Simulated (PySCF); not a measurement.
C8H6O3, SMILES o1cccc1Oc1ccco1 at its GFN2-xTB optimised geometry (Å):

```
17

C      3.0541    -1.4411     0.0000
C      2.8388    -0.1014     0.0000
O      1.5118     0.1654     0.0000
C      0.8837    -1.0192     0.0000
O     -0.4621    -1.1180     0.0000
C     -1.2662    -0.0344     0.0000
C     -2.6316    -0.0344     0.0000
C     -3.0032     1.3337     0.0000
C     -1.8481     2.0456     0.0000
O     -0.7794     1.2149     0.0000
C      1.7754    -2.0531     0.0000
H      4.0001    -1.9416     0.0000
H      3.4994     0.7410     0.0000
H     -3.2696    -0.8915     0.0000
H     -4.0001     1.7231     0.0000
H     -1.6416     3.0960     0.0000
H      1.5428    -3.0960     0.0000
```

Method: B3LYP/def2-SVP (PySCF). Cells within 0.4 Å of a nucleus heavier than hydrogen are left out (blank, or x).

Map of the Laplacian of the electron density (e/bohr⁵), clipped to [-1.50, 1.50] on the plane z = 0.0 Å:

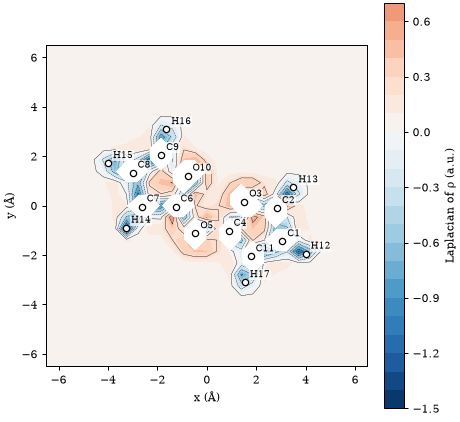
Laplacian of the electron density (e/bohr⁵), clipped to [-1.50, 1.50] on the plane z = 0.0 Å.
